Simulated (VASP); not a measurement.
Band structure of Ca (space group Im-3m). Computed with r2SCAN meta-GGA, VASP's PBE PAW potentials (set 64) (plane waves; VASP).

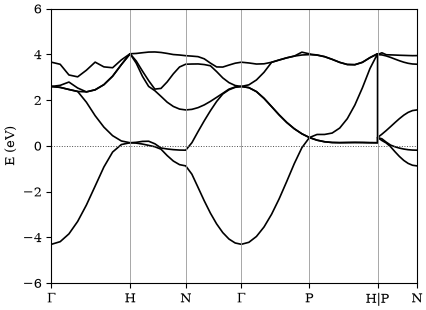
Figure. Bands along high-symmetry lines, zero at the valence-band maximum or, without a gap, the Fermi level

**Question.** Read the plot: is there a gap, and where are the band edges?

**Answer.** It has no gap at this level: it comes out as a metal or semimetal.

The structure comes from a measured Ca entry (Im-3m) of the Crystallography Open Database, whose conditions weren't checked. It was relaxed first.
